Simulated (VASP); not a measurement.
Band structure of SnO₂ (space group Pnnm). All values below come from r2SCAN meta-GGA, VASP's PBE PAW potentials (set 64) (plane waves; VASP).

Unless said otherwise, spin-orbit coupling is left out, though it shifts the bands of the heavy elements here.

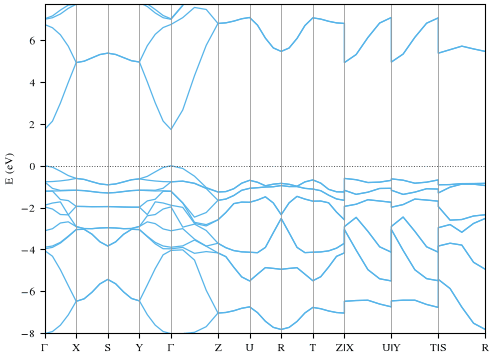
Fig. 1. Bands along high-symmetry lines, zero at the valence-band maximum or, without a gap, the Fermi level

Q: Read the plot: is there a gap, and where are the band edges?

A: The gap is direct, 1.73 eV, from the valence maximum at Γ to the conduction minimum at Γ.

The structure comes from a computed database's SnO2 entry (Pnnm); how it stands against other phases isn't given here. It was relaxed first.
